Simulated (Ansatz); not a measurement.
System: a (001) slab cut from Re (P6_3/mmc), 6 atoms in the cell.

```yaml
crystal:
  lattice:
    - [2.77489, 0.00000, 0.00000]
    - [-1.38745, 2.40313, 0.00000]
    - [0.00000, 0.00000, 26.21033]
  atoms:
    - { symbol: Re, position: [0.33333, 0.66667, 0.28959] }
    - { symbol: Re, position: [0.66667, 0.33333, 0.36969] }
    - { symbol: Re, position: [0.33333, 0.66667, 0.45873] }
    - { symbol: Re, position: [0.66667, 0.33333, 0.54127] }
    - { symbol: Re, position: [0.33333, 0.66667, 0.63031] }
    - { symbol: Re, position: [0.66667, 0.33333, 0.71041] }
```

Method: DFT PBE, scalar-relativistic, plane waves, PAW, no spin polarisation, 15×15×1 k mesh, Gaussian smearing of 0.1 eV (Ansatz).

What does the potential across the slab give for the work function?

The work function is 4.90 eV, the same on both faces. The two vacuum levels agree, so the slab has no net dipole along its normal. The outermost atoms are 11.0 Å apart, which leaves 15.2 Å of vacuum in a cell 26.2 Å high.

Spin-orbit coupling is left out, which matters for Re.

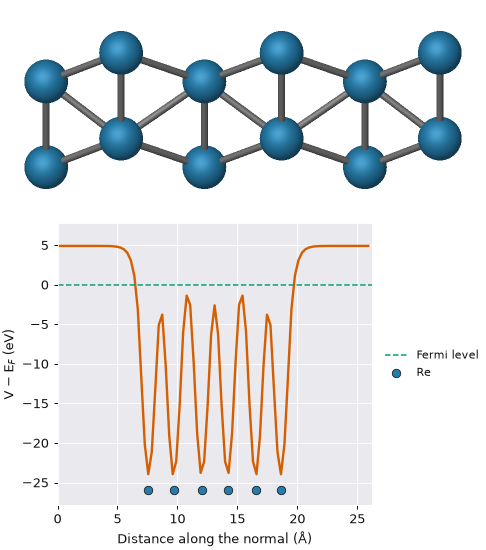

Plane-averaged electrostatic potential energy of an electron across the slab; circles at the bottom mark the heights of the atoms. The structure is drawn too.
